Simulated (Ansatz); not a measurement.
The starting structures come from a database of crystals and need not be the phases stable at ambient conditions.

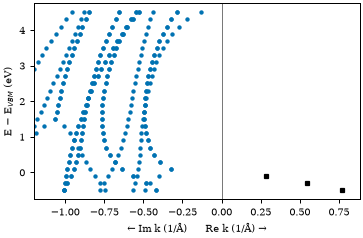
*Complex bands at the centre of the two-dimensional zone; Ansatz (an electronic-structure program) with r2SCAN*

No gap correction and no spin-orbit coupling; mid-gap values are interpolated between computed energies.

### Question
This is CaHCl (P4/nmm, not sure to be the ambient phase, 6 atoms a cell, 16.8 Å³ an atom) along the normal of (100). Read off the slowest decay at the centre of the two-dimensional zone at 2.10 eV, the computed energy nearest the middle of the gap.

### Answer
κ ≈ 0.48 1/Å, a decay length 1/(2κ) of the density of 1.0 Å.
